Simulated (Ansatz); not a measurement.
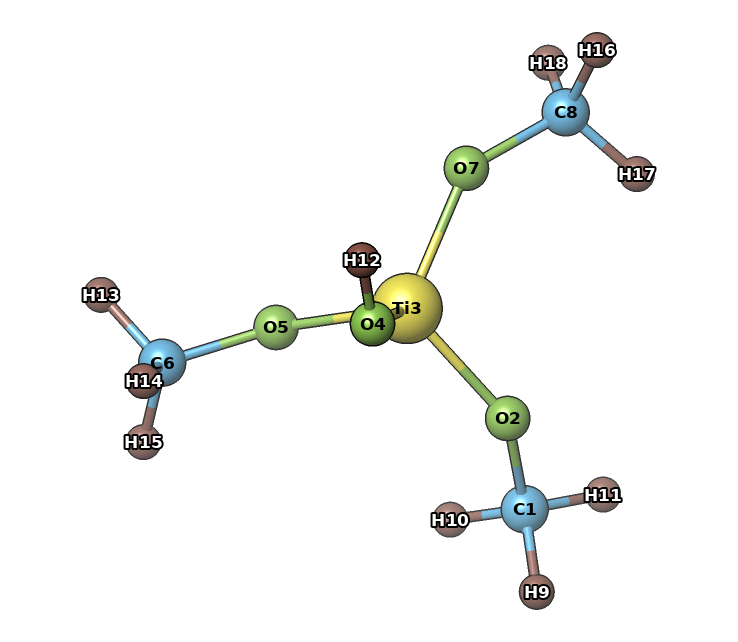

Ti3 lies behind O4. The molecule seen a little off the O4–Ti3 bond, O4 in front. Distant atoms are faded towards the background colour. Charge 0, singlet. Computed geometry: PBE-D4/def2-SVP optimisation. No frequency run is at hand to confirm it as a minimum.

What is the torsion angle H12–O4–Ti3–O2? The sign is positive where the front bond must turn clockwise to cover the back bond.

Answer. 141°, anticlinal.
